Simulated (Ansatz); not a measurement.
# HS (SMILES [SH]): levels of theory compared

Wanted: a comparison of 6 runs (U-r2SCAN0/cc-pVDZ, RPA@PBE/cc-pVDZ, UMP2/3-21G, UMP2/cc-pVDZ, UBCCD(T)/cc-pVDZ, UCCSD/3-21G) of HS. 

The calculation is run with Ansatz 0.2.0.

55 further runs of the same task are left out: 2 that didn't finish, 53 set aside as unsound or not needed.

## (1) The structure to begin with

HS: 2 atoms, total charge 0, spin state doublet. SMILES: `[SH]`. The H2–S1 distance was set to 3.364 Å, away from the relaxed value.

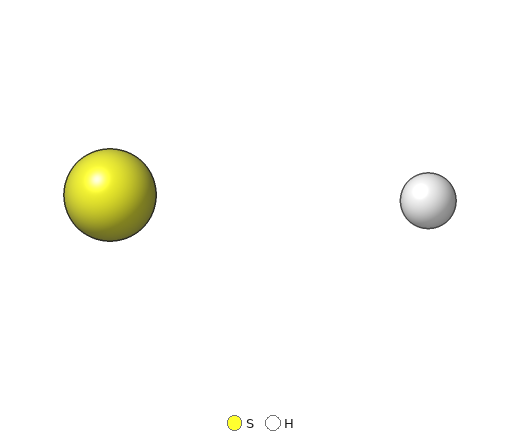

The structure, seen from a chosen angle (sulfur yellow, hydrogen white).

## (2) A single-point energy at U-r2SCAN0/cc-pVDZ (run 1)

job.yaml reads:

```yaml
crystal:
  periodic: [false, false, false]
  atoms:
    - symbol: S
      position_ang: [2.298235, -0.751238, 1.181837]
    - symbol: H
      position_ang: [-0.574560, 0.187810, -0.295460]
basis:
  gaussian: {orbitals: cc-pVDZ}
magnetization: {spin_polarized: true, initial_magnetization: 1}
hamiltonian: {xc: {name: r2SCAN0}}
accuracy: high
```

Command:

```console
$ ansatz run job.yaml --threads 1 --pin off --max-ram 3480MiB --events-out events.jsonl --progress --plain --runs-dir runs
```

The program printed:

```text
Warning: RAYON_NUM_THREADS=1 ignored (pool sized by the plan → 1); use --threads N
Functional definition: r2SCAN0
  name "r2SCAN0"
  parameter a = 0.25
  parameter k0 = 0.174
  parameter k1 = 0.065
  parameter a1 = 4.9479
  exchange = (1 - a)*r2scan_x(k0 = k0, k1 = k1, a1 = a1) + a*exact_x
  correlation = r2scan_c
381 factors; integrals over basis functions are off by at most 4.1e-9 eV
mean field evaluation 1: about -10839.5678 eV, gradient 1.4e1 eV
mean field evaluation 2: about -10831.7820 eV, gradient 2.9e1 eV
mean field evaluation 4: about -10841.8754 eV, gradient 1.2e1 eV
mean field evaluation 8: about -10843.0775 eV, gradient 1.2e1 eV
mean field evaluation 16: about -10845.8853 eV, gradient 2.0e-8 eV
mean field evaluation 32: about -10845.4062 eV, gradient 1.5e-1 eV
mean field evaluation 64: about -10845.4657 eV, gradient 3.8e-3 eV
mean field -10845.88534741 eV, -398.5789349120 hartree, gradient 1.3e-8 eV, S^2 1.730547; 8 other end points of the search recorded, 0 dependent functions left out
reference -10845.88534846 eV, -398.5789349509 hartree; 9, 8 occupied and 14, 15 virtual orbitals, 381 factors
Total energy: -10845.88534846 eV, -398.5789349509 hartree
```

Run time: 17 s. Hardware: 1 thread of Arm Neoverse V1, shared host; peak memory 0.14 GiB.

## (3) A single-point energy at RPA@PBE/cc-pVDZ (run 2)

job.yaml reads:

```yaml
crystal:
  periodic: [false, false, false]
  atoms:
    - {symbol: S, position_ang: [2.298235, -0.751238, 1.181837]}
    - {symbol: H, position_ang: [-0.574560, 0.187810, -0.295460]}
basis:
  gaussian:
    orbitals: cc-pVDZ
magnetization:
  spin_polarized: true
  initial_magnetization: 1
hamiltonian:
  xc: {name: PBE}
correlation:
  method: rpa
  frozen_orbitals: {H: 0, S: 5}
accuracy: high
```

Command:

```console
$ ansatz run job.yaml --threads 1 --pin off --max-ram 3480MiB --events-out events.jsonl --progress --plain --runs-dir runs
```

The program printed (excerpt; [...] marks lines left out):

```text
Warning: RAYON_NUM_THREADS=1 ignored (pool sized by the plan → 1); use --threads N
Functional definition: PBE
  name "PBE"
[...]
381 factors; integrals over basis functions are off by at most 4.1e-9 eV
[...]
mean field -10841.86519019 eV, -398.4311968593 hartree, gradient 7.0e-8 eV, S^2 1.708819; 17 other end points of the search recorded, 0 dependent functions left out
5 core orbitals not correlated: weight in the atoms' cores, before any rotation towards them, 1.000 or more for the frozen orbitals, at most 0.000 for the correlated occupied ones
reference -10829.80817442 eV, -397.9881097022 hartree; 4, 3 occupied and 14, 15 virtual orbitals, 381 factors
Total energy: -10834.77689795 eV, -398.1707069242 hartree
```

It took 9.3 s on 1 thread of Arm Neoverse V1, shared host; peak memory 0.1 GiB.

Runs 3 to 5 aren't shown in full; the table further down has their settings and results.

## (4) A single-point energy at UCCSD/3-21G (run 6)

job.yaml reads:

```yaml
crystal:
  periodic: [false, false, false]
  atoms:
    - {symbol: S, position_ang: [2.298235, -0.751238, 1.181837]}
    - {symbol: H, position_ang: [-0.574560, 0.187810, -0.295460]}
basis:
  gaussian:
    orbitals: 3-21G.json
accuracy: high
magnetization:
  spin_polarized: true
  initial_magnetization: 1
scf:
  omitted_lower_state_checks: [cluster_reference, increment]
correlation:
  method: ccsd
  frozen_orbitals: {H: 0, S: 5}
```

The basis set 3-21G is read from a file made from the Basis Set Exchange's data (not shown).

Command:

```console
$ ansatz run job.yaml --threads 1 --pin off --max-ram 3480MiB --events-out events.jsonl --progress --plain --runs-dir runs
```

The program printed (excerpt; [...] marks lines left out):

```text
Warning: RAYON_NUM_THREADS=1 ignored (pool sized by the plan → 1); use --threads N
Functional definition: HF
  name "HF"
[...]
258 factors; integrals over basis functions are off by at most 3.6e-9 eV
[...]
mean field -10777.01784296 eV, -396.0481008038 hartree, gradient 1.4e-8 eV, S^2 1.742578; 16 other end points of the search recorded, 0 dependent functions left out
5 core orbitals not correlated: weight in the atoms' cores, before any rotation towards them, 1.000 or more for the frozen orbitals, at most 0.000 for the correlated occupied ones
reference -10777.01784296 eV, -396.0481008038 hartree; 4, 3 occupied and 6, 7 virtual orbitals, 258 factors
second order -0.56345977 eV of doubles, -0.00000000 eV of singles
cycle   1  -0.67705561 eV  change   -1.1e-1 eV  update   2.1e-2
[...]
cycle  34  -0.71876574 eV  change   3.8e-10 eV  update  4.7e-10
Total energy: -10777.73660870 eV, -396.0745149574 hartree
Checks for a lower state left out: cluster_reference, increment
```

It took 0.44 s on 1 thread of Arm Neoverse V1, shared host.

## (5) The series

```tsv
run	level	frozen core orbitals	energy (Eh)	⟨S²⟩	wall time
1	U-r2SCAN0/cc-pVDZ	–	-398.578935	1.731	17 s
2	RPA@PBE/cc-pVDZ	5	-398.170707	1.709	9.3 s
3	UMP2/3-21G	5	-396.068808	1.743	0.28 s
4	UMP2/cc-pVDZ	5	-398.080346	1.748	0.6 s
5	UBCCD(T)/cc-pVDZ	5	-398.100364	1.748	1 s
6	UCCSD/3-21G	5	-396.074515	1.743	0.44 s
```

## (6) Results

```
                                          quantity          value
                               run 6: total energy  -396.07451 Eh
run 6: correlation energy (5 core orbitals frozen)      -26.4 mEh
          run 6: ⟨S²⟩ of the reference determinant          1.743
                              run 6: T1 diagnostic          0.005
```

**Reading.** Spin contamination of the reference: run 4 ⟨S²⟩ = 1.75, run 5 ⟨S²⟩ = 1.75, run 3 ⟨S²⟩ = 1.74, run 6 ⟨S²⟩ = 1.74, run 1 ⟨S²⟩ = 1.73, run 2 ⟨S²⟩ = 1.71. Where it is this large, the reference is a mixture of spin states, and values that rest on it are in doubt. All runs together took 28 s, the longest 17 s.
